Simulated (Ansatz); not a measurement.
Pressure series in InSe

Consider InSe in the beta-GaS type structure (space group P6_3/mmc, No. 194; layered, stacked along the Cartesian z axis).

```cif
data_In4Se4
_chemical_formula_sum 'In4 Se4'
_space_group_name_H-M_alt 'P63/mmc'
_space_group_IT_number 194
_space_group_name_Hall '-P 6c 2c'
_cell_length_a 4.01624
_cell_length_b 4.01624
_cell_length_c 16.92650
_cell_angle_alpha 90.000
_cell_angle_beta 90.000
_cell_angle_gamma 120.000
loop_
_atom_site_label
_atom_site_type_symbol
_atom_site_symmetry_multiplicity
_atom_site_Wyckoff_symbol
_atom_site_fract_x
_atom_site_fract_y
_atom_site_fract_z
_atom_site_occupancy
In1 In 4 f 0.66667 0.33333 0.16770 1
Se1 Se 4 f 0.33333 0.66667 0.09272 1
```

Cell and atoms are relaxed at each pressure.

Calculations: r2SCAN+rVV10 in Ansatz (plane waves to 500 eV, PAW, no spin-orbit coupling), earlier PAW set.

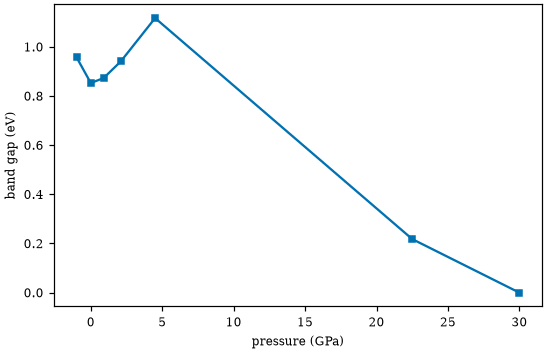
Figure: Band gap against pressure

```tsv
pressure (GPa)	band gap
-1	0.96 eV
0.9	0.87 eV
2.1	0.94 eV
4.5	1.12 eV
22.5	0.22 eV
30	zero
```

The mesh was chosen for an insulator and is coarse for the gapless case. Load acts through the strain it causes; cell and atoms are relaxed under it. Whether these cells are dynamically stable was not tested. Competing high-pressure phases were not computed. The final runs are not spin-polarised. The zero or small gap of InSe under pressure 22.5 GPa and InSe under pressure 30 GPa can change with the level of theory.

Ansatz is an electronic-structure program.
